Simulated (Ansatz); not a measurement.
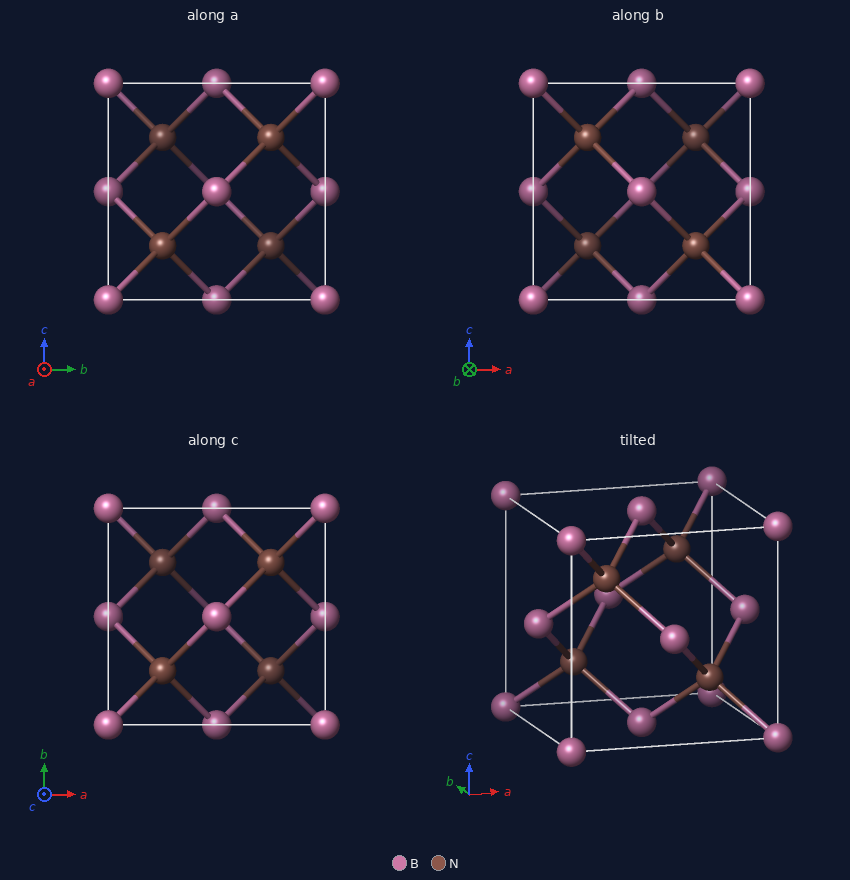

Ball-and-stick representation of a periodic structure, projected along the a axis, along the b axis, along the c axis and slightly off an axis. The frame is the conventional unit cell; atoms at its boundary are shown with their periodic copies.

Lattice parameters: a = 3.6688 Å, b = 3.6688 Å, c = 3.6688 Å, α = 90.000°, β = 90.000°, γ = 90.000°.

**Express the structure as a CIF in P1 with every atom of the cell.**

```cif
data_structure
_symmetry_space_group_name_H-M 'P 1'
_symmetry_Int_Tables_number 1
_cell_length_a 3.6688
_cell_length_b 3.6688
_cell_length_c 3.6688
_cell_angle_alpha 90.000
_cell_angle_beta 90.000
_cell_angle_gamma 90.000
_cell_volume 49.38
loop_
_atom_site_label
_atom_site_type_symbol
_atom_site_fract_x
_atom_site_fract_y
_atom_site_fract_z
_atom_site_occupancy
B1 B 0.0000 0.0000 0.0000 1
N1 N 0.2500 0.2500 0.7500 1
B2 B 0.0000 0.5000 0.5000 1
N2 N 0.2500 0.7500 0.2500 1
B3 B 0.5000 0.0000 0.5000 1
N3 N 0.7500 0.2500 0.2500 1
B4 B 0.5000 0.5000 0.0000 1
N4 N 0.7500 0.7500 0.7500 1
```

Origin of the cell: a structure type filled with these elements by a generator (whether the compound takes this form wasn't checked). Earlier steps of the study may have refined or changed the cell and positions. It went into a calculation with Ansatz.
